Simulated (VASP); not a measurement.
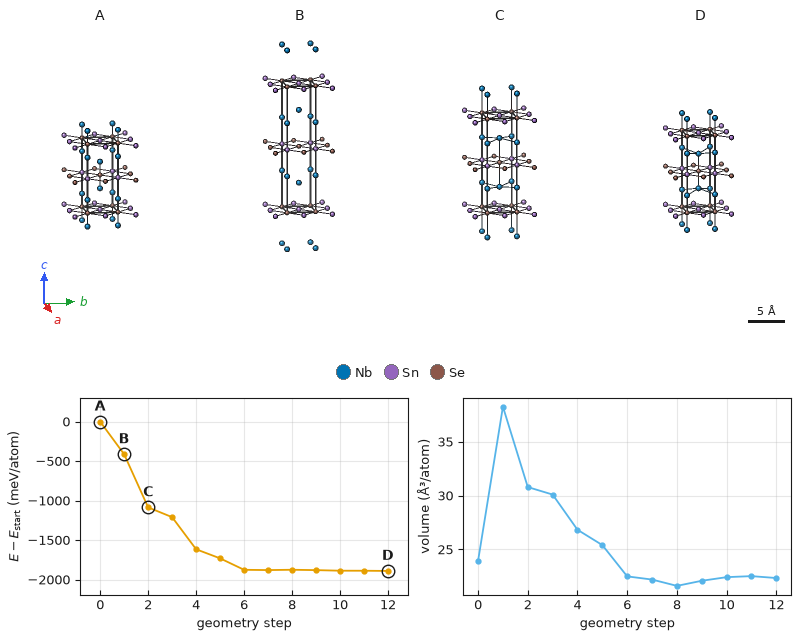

Frames of a relaxation of a crystal of Nb2SnSe (a generated structure, set up in I4/mmm), marked on the history of the run. Style: ball-and-stick. Shown: the conventional cell (2 times the calculation's cell), slightly off an axis. Lengths and directions refer to the drawn axes.

The run lets cell and atoms move.

Level of theory: VASP 6.6.1, Kohn-Sham DFT of a periodic cell, PBE, VASP PAW PBE potentials, recommended.

Input
```
PREC = Normal
ENCUT = 520
EDIFF = 1E-4
ISMEAR = 0
SIGMA = 0.15
LREAL = F
LASPH = T
NELM = 60
ALGO = Fast
ISIF = 3
LWAVE = F
LCHARG = F
GGA = PE
IBRION = 2
NSW = 24
EDIFFG = -0.08
```

Command:
```bash
cat potpaw_PBE.64/Nb_sv/POTCAR potpaw_PBE.64/Sn_d/POTCAR potpaw_PBE.64/Se/POTCAR > POTCAR
mpirun -np 1 vasp_std > vasp.out
```

> Describe the path.

After 12 geometry steps the energy has fallen by 1890 meV per atom. The largest force component goes from 20 to 0.03 eV/Å. Pressure: 32.22 GPa at the start and 0.17 GPa at the end. The largest moves relative to the cell, 0.37 Å, are those of Nb atoms. Se and Sn stay in place. Cell: a = b 4.380 → 4.018 Å (−8.2 %), c 9.988 → 11.074 Å (+10.9 %). Volume −6.7 %. Near-neighbour distances that change, for instance: Nb–Se 1.929 → 2.504 Å, Nb–Nb 3.299 → 2.890 Å, Se–Sn 3.097 → 2.841 Å. The space group stays I4/mmm (No. 139). It ran on 1 thread of Intel(R) Xeon(R) Platinum 8488C (Sapphire Rapids), with other jobs on the host. From step 0 to 1: Nb atoms move most (1.75 Å), volume +59.7 %, energy −414 meV per atom. From step 1 to 2: Nb atoms move most (0.40 Å), volume −19.5 %, energy −672 meV per atom. From step 2 to 12: Nb atoms move most (0.37 Å), volume −27.4 %, energy −805 meV per atom.

| step | E − E(0), meV/atom | largest force component, eV/Å | pressure, GPa | volume, Å³/atom |
| --- | --- | --- | --- | --- |
| 0 | 0.00 | 19.8611 | 32.22 | 23.947 |
| 1 | -413.69 | 1.2497 | -34.79 | 38.254 |
| 2 | -1085.52 | 1.7129 | -13.32 | 30.794 |
| 3 | -1209.41 | 0.7677 | -13.61 | 30.098 |
| 4 | -1615.81 | 1.5719 | -11.41 | 26.831 |
| 5 | -1730.97 | 0.7523 | -6.59 | 25.408 |
| 6 | -1875.92 | 0.5657 | -0.11 | 22.504 |
| 7 | -1879.39 | 0.5756 | 0.78 | 22.209 |
| 8 | -1875.38 | 0.5314 | 3.24 | 21.623 |
| 9 | -1879.98 | 0.5878 | 1.32 | 22.096 |
| 10 | -1887.26 | 0.3488 | -0.34 | 22.432 |
| 11 | -1887.67 | 0.3082 | -0.77 | 22.527 |
| 12 | -1890.33 | 0.0302 | 0.17 | 22.351 |

Limits of the set-up: layers or molecules are held without a dispersion correction, so their spacing is unreliable.
